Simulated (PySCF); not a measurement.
The calculation's input:

```
{"job": {"kind": "uv", "xc": "CAM-B3LYP", "basis": "def2-SVPD", "nstates": 8, "ntriplets": 3}, "charge": 0, "multiplicity": 1}
C      1.027748    -0.027912    -1.184321
P      0.264041     0.248901     0.454277
C     -1.179779    -0.870988     0.543036
O      1.178083     0.202472     1.602136
O     -0.407486     1.713660     0.306524
H      0.303477     0.141292    -1.973759
H      1.859212     0.664569    -1.290246
H      1.404196    -1.045395    -1.231452
H     -1.675270    -0.707979     1.496896
H     -1.867578    -0.670217    -0.271210
H     -0.833987    -1.899090     0.495736
H     -0.071458     2.250001     1.026355
```

Launched as:

```sh
OMP_NUM_THREADS=1 python probes_run.py task.json out
```

Geometry: GFN2-xTB.

Computed with CAM-B3LYP/def2-SVPD, SCF density, gas phase in PySCF.

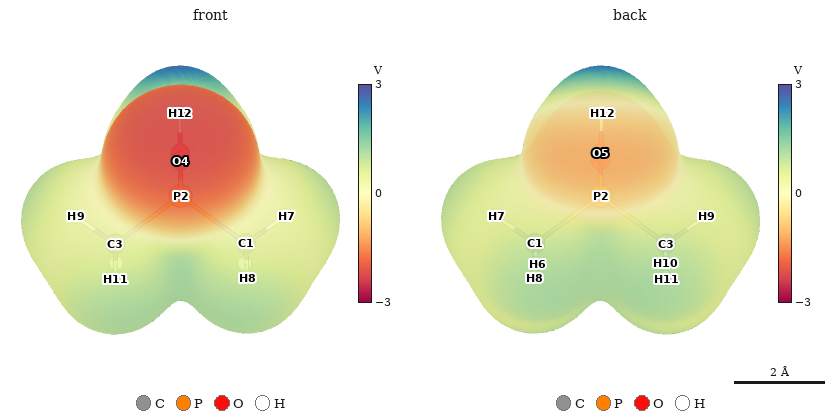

C$_{2}$H$_{7}$O$_{2}$P (SMILES CP(C)(=O)O). The molecular electrostatic potential painted on the density surface at 0.002 e/bohr³, seen from the front and from behind; red is negative and blue positive.

### Where is the surface potential most negative and most positive?

The most negative region (about −2.2 V) lies over O4, the most positive (about +2.5 V) over H12. O4 is the likeliest acceptor of a hydrogen bond.

### How polar is the molecule by this calculation?

Its dipole moment is 3.02 D.
